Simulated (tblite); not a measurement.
# Run report: C$_{4}$H$_{6}$F$_{4}$Si, geometry relaxation

C$_{4}$H$_{6}$F$_{4}$Si, computed with GFN2-xTB geometry optimisation, gas phase (tblite 0.8.0).

It belongs to a series of runs on one base structure; here: SiH2 inserted into a C-F bond.

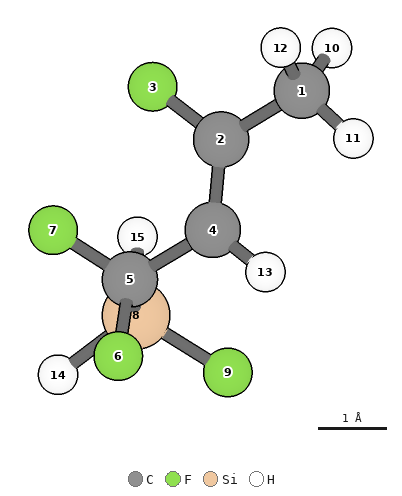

Figure 1. The input geometry (ball-and-stick view, seen at a tilt; atoms are numbered from 1 in the order of the input). Bond lengths as drawn: C–C 1.34 to 1.51 Å, C–F 1.35 to 1.38 Å, C–H 1.07 to 1.10 Å, C–Si 1.87 Å, F–Si 1.61 Å and H–Si 1.49 to 1.50 Å.

## Input file
```
{"job": {"kind": "relax", "xc": "GFN2-xTB", "basis": "xTB"}, "charge": 0, "multiplicity": 1}
C      2.559500     0.693900     0.004800
C      1.235300     0.120600     0.412000
F      0.972400     0.079500     1.747800
C      0.319500    -0.343700    -0.443000
C     -0.990100    -0.979500    -0.037400
F     -1.260700    -1.991900    -0.928000
F     -0.895200    -1.589600     1.168200
Si    -2.457900     0.179700    -0.012200
F     -2.575000     0.939800    -1.426400
H      2.625200     1.727800     0.364400
H      2.674800     0.696200    -1.083200
H      3.365800     0.115500     0.446400
H      0.516600    -0.330200    -1.492000
H     -3.748500    -0.540200     0.215100
H     -2.346100     1.230200     1.041700
```

The first line tells a small driver script what to run in tblite; the rest is the geometry in Å.

Launched with:
```bash
OMP_NUM_THREADS=1 python <driver script> task.json out
```

## What the program printed
```
step      E/eV     max force
  0    -879.46214    2.598
  1    -879.57135    1.093
  2    -879.60145    0.697
  3    -879.61222    0.332
  4    -879.62131    0.360
  5    -879.63067    0.218
  6    -879.63379    0.166
  7    -879.63746    0.168
  8    -879.63986    0.166
  9    -879.64214    0.135
 10    -879.64376    0.119
 11    -879.64509    0.133
 12    -879.64618    0.120
 13    -879.64708    0.083
 14    -879.64775    0.075
 15    -879.64828    0.063
 16    -879.64875    0.064
 17    -879.64919    0.056
 18    -879.64964    0.059
 19    -879.65023    0.077
 20    -879.65111    0.117
 21    -879.65228    0.120
 22    -879.65353    0.080
 23    -879.65471    0.083
 24    -879.65597    0.090
 25    -879.65776    0.144
 26    -879.66032    0.174
 27    -879.66330    0.152
 28    -879.66619    0.148
 29    -879.66891    0.149
 30    -879.67120    0.107
 31    -879.67294    0.090
 32    -879.67422    0.089
 33    -879.67539    0.093
 34    -879.67686    0.106
 35    -879.67887    0.126
 36    -879.68050    0.159
 37    -879.68292    0.189
 38    -879.68462    0.154
 39    -879.68706    0.116
 40    -879.68782    0.102
 41    -879.68883    0.071
 42    -879.68918    0.056
 43    -879.68945    0.037
 44    -879.68965    0.036
 45    -879.68992    0.059
 46    -879.69025    0.072
 47    -879.69062    0.057
 48    -879.69093    0.041
 49    -879.69119    0.042
 50    -879.69151    0.059
 51    -879.69197    0.081
 52    -879.69253    0.068
 53    -879.69308    0.051
 54    -879.69359    0.068
 55    -879.69419    0.089
 56    -879.69502    0.108
 57    -879.69589    0.073
 58    -879.69648    0.053
 59    -879.69686    0.048
 60    -879.69745    0.088
 61    -879.69852    0.130
 62    -879.70022    0.151
 63    -879.70205    0.149
 64    -879.70362    0.087
 65    -879.70448    0.111
 66    -879.70501    0.116
 67    -879.70597    0.070
 68    -879.70698    0.123
 69    -879.70782    0.071
 70    -879.70892    0.109
 71    -879.70977    0.104
 72    -879.71053    0.107
 73    -879.71123    0.113
 74    -879.71272    0.071
 75    -879.71527    0.079
 76    -879.71651    0.092
 77    -879.71742    0.104
 78    -879.71814    0.085
 79    -879.71776    0.251
 80    -879.72041    0.081
 81    -879.72134    0.056
 82    -879.72269    0.122
 83    -879.72330    0.057
 84    -879.72364    0.053
 85    -879.72470    0.071
 86    -879.72506    0.064
 87    -879.72553    0.048
 88    -879.72578    0.044
 89    -879.72611    0.051
 90    -879.72655    0.052
 91    -879.72712    0.060
 92    -879.72772    0.073
 93    -879.72827    0.081
 94    -879.72870    0.062
 95    -879.72911    0.058
 96    -879.72954    0.050
 97    -879.73004    0.091
 98    -879.73053    0.114
 99    -879.73106    0.112
100    -879.73162    0.073
101    -879.73213    0.042
102    -879.73239    0.031
103    -879.73250    0.024
104    -879.73258    0.020
105    -879.73269    0.026
106    -879.73285    0.032
107    -879.73306    0.034
108    -879.73330    0.036
109    -879.73353    0.040
110    -879.73373    0.032
111    -879.73392    0.033
112    -879.73412    0.041
113    -879.73435    0.053
114    -879.73457    0.048
115    -879.73478    0.036
116    -879.73494    0.031
117    -879.73505    0.023
118    -879.73514    0.024
119    -879.73524    0.024
120    -879.73534    0.021
121    -879.73543    0.023
122    -879.73551    0.022
123    -879.73558    0.018
124    -879.73563    0.015
125    -879.73566    0.015
126    -879.73569    0.017
127    -879.73572    0.020
128    -879.73575    0.018
129    -879.73578    0.010
```

## Trajectory as extended XYZ (Å, eV, eV/Å), 7 of the 130 frames kept, from step=0 to step=129
```
15
Properties=species:S:1:pos:R:3:forces:R:3 step=0 energy=-879.46214
C     2.5595    0.6939    0.0048   -0.3460   0.2760   0.1590
C     1.2353    0.1206    0.4120   -0.3690  -0.2830  -0.3850
F     0.9724    0.0795    1.7478    0.4210   0.2370  -0.5710
C     0.3195   -0.3437   -0.4430    0.1310  -0.1040   0.8590
C    -0.9901   -0.9795   -0.0374    1.1160  -0.1550  -0.5030
F    -1.2607   -1.9919   -0.9280    0.0140  -0.2240  -0.0840
F    -0.8952   -1.5896    1.1682    0.0380  -0.2720   0.2610
Si   -2.4579    0.1797   -0.0122   -2.0900   1.2580   0.8940
F    -2.5750    0.9398   -1.4264    0.1830  -0.1650   0.1150
H     2.6252    1.7278    0.3644    0.0870  -0.2190  -0.0080
H     2.6748    0.6962   -1.0832   -0.1540  -0.0790   0.3180
H     3.3658    0.1155    0.4464    0.0430   0.0090   0.0870
H     0.5166   -0.3302   -1.4920   -0.0250   0.0090  -0.2870
H    -3.7485   -0.5402    0.2151    0.7240   0.1620  -0.2970
H    -2.3461    1.2302    1.0417    0.2280  -0.4520  -0.5600
15
Properties=species:S:1:pos:R:3:forces:R:3 step=22 energy=-879.65353
C     2.5310    0.7193    0.0079   -0.0700  -0.0130   0.0090
C     1.2127    0.1357    0.3796   -0.0470  -0.0450  -0.0010
F     0.9798    0.1708    1.7112    0.0090   0.0220  -0.0340
C     0.3117   -0.3965   -0.4357   -0.0620  -0.0210  -0.0270
C    -0.9909   -1.0098   -0.0277    0.0650  -0.0200  -0.0170
F    -1.3287   -1.9891   -0.9381    0.0430   0.0540  -0.0410
F    -0.8811   -1.6925    1.1533   -0.0100   0.0470   0.0430
Si   -2.4880    0.2295    0.0558    0.0070  -0.0300   0.0300
F    -2.4887    0.9465   -1.3826    0.0430   0.0140   0.0080
H     2.6121    1.7378    0.3850   -0.0390   0.0120  -0.0070
H     2.6538    0.7144   -1.0697    0.0250   0.0070   0.0110
H     3.3263    0.1357    0.4714    0.0000  -0.0090  -0.0230
H     0.4727   -0.3947   -1.5009    0.0710  -0.0240   0.0210
H    -3.6966   -0.5617    0.1320   -0.0600   0.0010   0.0120
H    -2.2305    1.2626    1.0366    0.0260   0.0070   0.0160
15
Properties=species:S:1:pos:R:3:forces:R:3 step=43 energy=-879.68945
C     2.4216    0.7835   -0.0034    0.0200   0.0030   0.0000
C     1.1123    0.1595    0.3239    0.0210   0.0150  -0.0110
F     0.7126    0.4132    1.5929   -0.0120   0.0000  -0.0140
C     0.3402   -0.5697   -0.4692    0.0030   0.0220  -0.0090
C    -0.9892   -1.1195   -0.0638   -0.0250   0.0090   0.0110
F    -1.4093   -2.0284   -1.0029    0.0150  -0.0090  -0.0160
F    -0.8926   -1.8525    1.0932   -0.0100  -0.0070   0.0080
Si   -2.3513    0.2577    0.1285    0.0030   0.0040   0.0040
F    -2.1924    1.0961   -1.2363   -0.0030   0.0160   0.0210
H     2.4359    1.8034    0.3781   -0.0010   0.0030  -0.0210
H     2.5857    0.7902   -1.0757   -0.0090  -0.0160   0.0030
H     3.2349    0.2398    0.4778   -0.0230  -0.0160   0.0180
H     0.6399   -0.7703   -1.4833    0.0100  -0.0080   0.0010
H    -3.6729   -0.3361    0.1045    0.0310  -0.0200   0.0010
H    -1.9797    1.1410    1.2138   -0.0200   0.0040   0.0040
15
Properties=species:S:1:pos:R:3:forces:R:3 step=64 energy=-879.70362
C     2.4436    0.7617   -0.0149    0.0120   0.0560  -0.0130
C     1.0924    0.2149    0.2694    0.0190   0.0220  -0.0140
F     0.5883    0.6243    1.4593    0.0440  -0.0140  -0.0030
C     0.3653   -0.5851   -0.4955   -0.0130   0.0220   0.0270
C    -0.9812   -1.0918   -0.0920   -0.0370  -0.0250  -0.0180
F    -1.4324   -1.9530   -1.0614   -0.0190  -0.0510  -0.0090
F    -0.8773   -1.8797    1.0346   -0.0150   0.0050  -0.0260
Si   -2.3600    0.2510    0.1958    0.0040   0.0020  -0.0020
F    -2.1897    1.2393   -1.0633    0.0200  -0.0030   0.0150
H     2.4534    1.8261    0.2138    0.0120   0.0200   0.0040
H     2.6935    0.6150   -1.0614    0.0440  -0.0390   0.0600
H     3.1922    0.2797    0.6171   -0.0620   0.0070  -0.0600
H     0.7354   -0.9153   -1.4517   -0.0030  -0.0010   0.0330
H    -3.6438   -0.4049    0.0423    0.0050   0.0140   0.0040
H    -2.0841    1.0257    1.3859   -0.0130  -0.0140   0.0030
15
Properties=species:S:1:pos:R:3:forces:R:3 step=86 energy=-879.72506
C     2.4165    0.7864   -0.0571   -0.0160   0.0070  -0.0240
C     1.0200    0.3167    0.1299    0.0130  -0.0300   0.0110
F     0.3590    1.0058    1.0918   -0.0020   0.0000   0.0640
C     0.3948   -0.6726   -0.4883   -0.0040   0.0080  -0.0250
C    -0.9897   -1.1205   -0.1412    0.0010   0.0210   0.0280
F    -1.4778   -1.8676   -1.1852   -0.0070  -0.0050   0.0010
F    -0.9180   -2.0268    0.9030   -0.0020  -0.0090  -0.0100
Si   -2.3051    0.2345    0.3191    0.0200   0.0140   0.0260
F    -1.9503    1.4647   -0.6532   -0.0080   0.0020   0.0060
H     2.4339    1.8735   -0.1059   -0.0110   0.0080  -0.0270
H     2.8451    0.3676   -0.9601   -0.0020  -0.0070  -0.0350
H     3.0225    0.4824    0.7961   -0.0030   0.0040   0.0290
H     0.8930   -1.2304   -1.2638    0.0280  -0.0110   0.0120
H    -3.5984   -0.2711   -0.0995    0.0030   0.0120  -0.0230
H    -2.1501    0.6653    1.6923   -0.0110  -0.0140  -0.0340
15
Properties=species:S:1:pos:R:3:forces:R:3 step=108 energy=-879.73330
C     2.3954    0.7994   -0.0809   -0.0010   0.0110  -0.0100
C     1.0260    0.2842    0.1735    0.0130   0.0210  -0.0040
F     0.3968    0.9333    1.1844   -0.0110  -0.0290  -0.0110
C     0.3923   -0.6899   -0.4595    0.0040  -0.0120  -0.0040
C    -0.9937   -1.1396   -0.1240    0.0120   0.0020  -0.0030
F    -1.4751   -1.8660   -1.1872   -0.0200  -0.0020   0.0030
F    -0.9479   -2.0616    0.9038    0.0080   0.0020   0.0240
Si   -2.2885    0.2407    0.3175    0.0220   0.0160  -0.0050
F    -1.8392    1.4933   -0.5855    0.0020   0.0100   0.0080
H     2.3517    1.8772   -0.2337   -0.0010  -0.0020   0.0100
H     2.8249    0.3269   -0.9578   -0.0020  -0.0140   0.0190
H     3.0315    0.6097    0.7836   -0.0070   0.0040  -0.0030
H     0.8823   -1.2237   -1.2567    0.0110   0.0080  -0.0170
H    -3.5670   -0.1894   -0.2108   -0.0330  -0.0120  -0.0060
H    -2.1940    0.6134    1.7113    0.0020  -0.0010  -0.0020
15
Properties=species:S:1:pos:R:3:forces:R:3 step=129 energy=-879.73578
C     2.3890    0.8014   -0.0797   -0.0020   0.0010   0.0020
C     1.0291    0.2626    0.1710   -0.0040   0.0050   0.0000
F     0.4075    0.8632    1.2163   -0.0040   0.0040   0.0070
C     0.3864   -0.6890   -0.4871   -0.0010   0.0060  -0.0030
C    -0.9906   -1.1433   -0.1202   -0.0020   0.0010  -0.0010
F    -1.4870   -1.9034   -1.1512   -0.0020   0.0010   0.0050
F    -0.9205   -2.0315    0.9361   -0.0060   0.0020   0.0010
Si   -2.2821    0.2475    0.3089    0.0060  -0.0080  -0.0010
F    -1.8030    1.5141   -0.5592    0.0040  -0.0020  -0.0030
H     2.3226    1.8711   -0.2757    0.0020  -0.0010  -0.0050
H     2.8472    0.3027   -0.9265    0.0010   0.0000  -0.0060
H     3.0098    0.6635    0.8048    0.0030  -0.0040   0.0070
H     0.8539   -1.1902   -1.3179    0.0030   0.0000  -0.0040
H    -3.5563   -0.1608   -0.2504   -0.0010  -0.0020  -0.0030
H    -2.2107    0.6002    1.7090    0.0040  -0.0020   0.0050
```

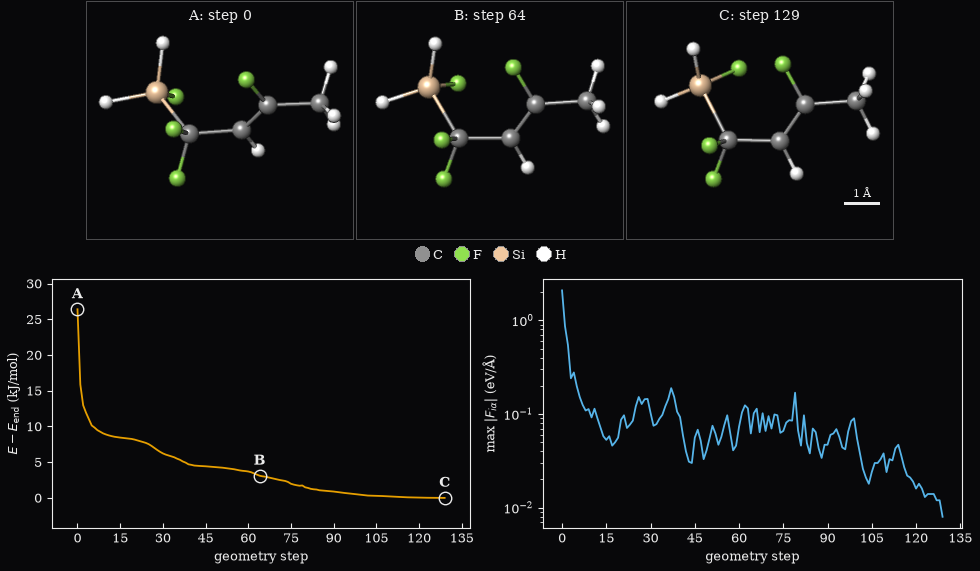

Figure 2. Frames of the relaxation (ball-and-stick view, seen at a tilt) above the curves, on which the letters mark them (steps are counted from 0).

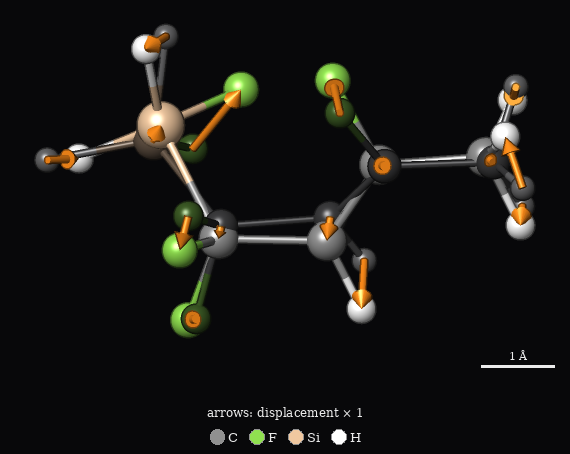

Figure 3. Start (faint) and end (solid) with the displacements as orange arrows, at true length (ball-and-stick view, seen at a tilt). The two geometries are laid on each other by the best rigid fit. F9 moves most after the best rigid fit: 1.28 Å. By element the largest moves are F 1.28 Å, H 0.96 Å, C 0.36 Å, Si 0.36 Å. Among the contacts that change: C5–Si8 1.871 → 1.946 Å, Si8–H15 1.492 → 1.446 Å, Si8–H14 1.495 → 1.450 Å, C5–F7 1.355 → 1.382 Å. Among the angles that change: H14–Si8–H15 107.2° → 119.1°, C5–Si8–F9 109.7° → 104.2°, C5–Si8–H14 112.4° → 107.3°. After 129 geometry steps the energy has fallen by 26.4 kJ/mol. Largest force component: 2.1 eV/Å at the start, 0.008 eV/Å at the end. (Atoms are counted from 1 in the order of the input.)

## Results in brief

```tsv
quantity	value
outcome	converged
total energy	−879.7358 eV
hardware	1 CPU thread, shared host
wall time	1.6 s
peak memory	0.18 GiB
```
